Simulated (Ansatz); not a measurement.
A series of calculations on C₂H₄FNO

Part 1: Relaxation

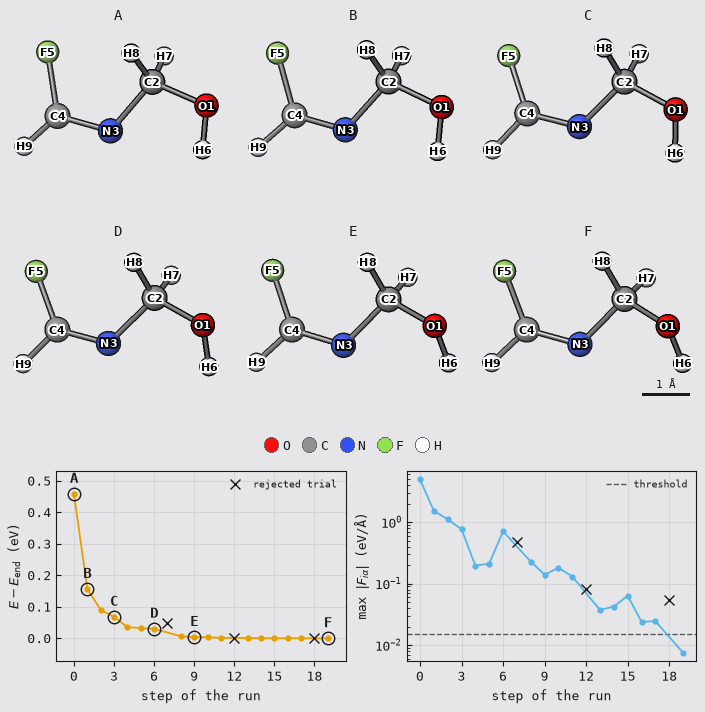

Frames of a relaxation of C2H4FNO, marked on the history of the run. A ball-and-stick model, seen from a free direction.

The run prepares an end point of a later path (torsion) calculation, from a guessed geometry.

Method: RKS B3LYP/def2-SVP in Ansatz 0.2.0. Settings: no spin polarisation; force threshold 0.015 eV/Å; at most 40 steps.

What happens along the run?

The energy falls by 0.459 eV in 16 accepted moves (19 points after the start). Largest force component: 5 eV/Å at the start, 0.0075 eV/Å at the end. The line search rejected the trial steps at points 7, 12, 18 of the run. The largest moves after the best rigid fit, 0.34 Å, are those of O1 and F5. By element the largest moves are F 0.34 Å, O 0.34 Å, H 0.29 Å, N 0.11 Å, C 0.05 Å. Near-neighbour distances that change, for instance: C4–H9 1.019 → 1.097 Å, C4–F5 1.410 → 1.350 Å, C2–H7 1.071 → 1.112 Å, C2–H8 1.070 → 1.103 Å. Among the angles between lasting bonds that change: N3–C4–F5 115.3° → 124.4°, F5–C4–H9 119.1° → 111.1°, C2–N3–C4 118.1° → 122.3°. Groups turn about O1–C2 by about 45°, C2–N3 by about 20°. From step 0 to 1: F5 moves most (0.12 Å), energy −0.302 eV. From step 1 to 3: F5 moves most (0.21 Å), energy −0.089 eV. From step 3 to 6: H7 moves most (0.14 Å), energy −0.038 eV. From step 6 to 9: H6 moves most (0.13 Å), energy −0.026 eV. From step 9 to 19: F5 moves most (0.14 Å), energy −0.004 eV.

Part 2: Relaxation

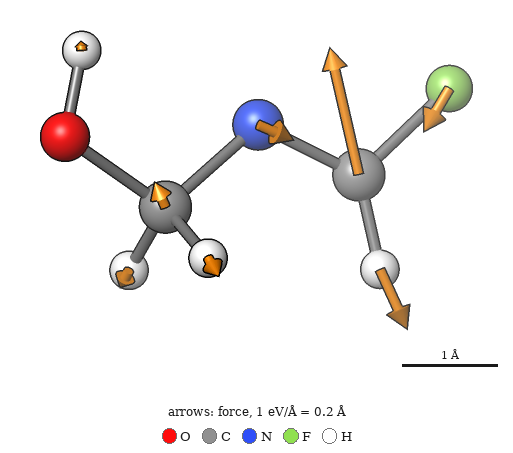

Starting geometry of C2H4FNO with the computed forces as orange arrows. Style: ball-and-stick. Shown at a tilt.

The run prepares an end point of a later path (torsion) calculation, from a guessed geometry.

Method: RKS B3LYP/def2-SVP (Ansatz). (no spin polarisation; force threshold 0.015 eV/Å; at most 40 steps)

**Is this structure relaxed? If not, where do the atoms go?**

It isn't relaxed: the largest force vector, on a C atom, is 6.95 eV/Å. The final displacements have little in common with the starting forces (cosine between the two patterns 0.05). The largest move after the best rigid fit is that of an H atom, 0.67 Å. Largest moves by element: H 0.67 Å, O 0.47 Å, N 0.35 Å, F 0.22 Å, C 0.12 Å. Among the contacts that change: C–H 1.019 → 1.105 Å, C–F 1.410 → 1.330 Å, C–H 1.070 → 1.108 Å, C–N 1.276 → 1.248 Å. Bond angles that change, for instance: F–C–H 119.1° → 111.0°, N–C–F 115.3° → 121.2°, H–C–H 111.4° → 107.6°. Groups turn about C–N by about 50°, C–O by about 50°. Over 17 accepted moves (18 points after the start) the energy falls by 52.0 kJ/mol. The largest force component goes from 4.8 to 0.0087 eV/Å. The line search rejected the trial step at point 7 of the run.

Part 3: Path

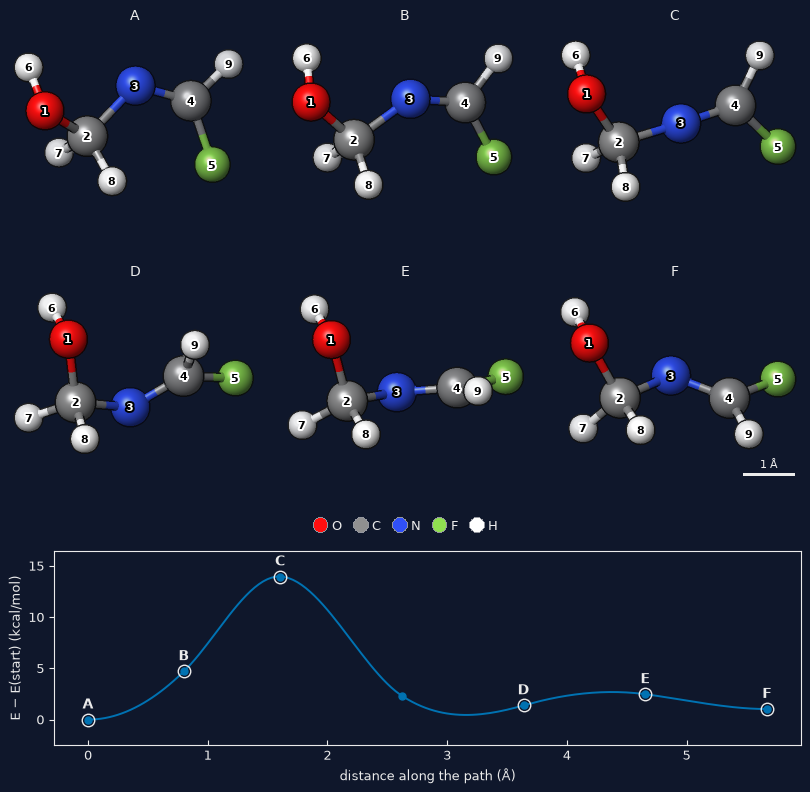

A nudged-elastic-band calculation for C$_{2}$H$_{4}$FNO. Images are numbered from 0 (start) to 6 (end). Frames A to F are images 0, 1, 2, 4, 5, 6. The picture is a ball-and-stick view, seen at a tilt.

These are results of RKS B3LYP/def2-SVP (Ansatz 0.2.0), not measurements. Set-up: 5 movable images; climbing image; force threshold 0.05 eV/Å; iteration limit 60; starting path through a guess of the saddle point.

Q: Describe the mechanism and the energy profile.

A: The highest point, image 2, lies 14.0 kcal/mol above the start and 12.9 kcal/mol above the end; the end is at +1.0 kcal/mol relative to the start. The profile has 2 maxima (images 2, 5) with a dip at image 4 (+1.4 kcal/mol), so the process runs in steps. The path has more than one stage, and so few images may leave a stage unresolved. No bond forms or breaks between the ends. Among the angles between lasting bonds that change up to the highest image: C2–N3–C4 122.3° → 177.7°, O1–C2–N3 111.0° → 116.1°. The band converged in 31 iterations. The largest component of the band force went from 12 to 0.044 eV/Å. The climbing image converged on the top of the path. Its vibrational analysis gives one imaginary mode (239i cm⁻¹), as a transition state must have.
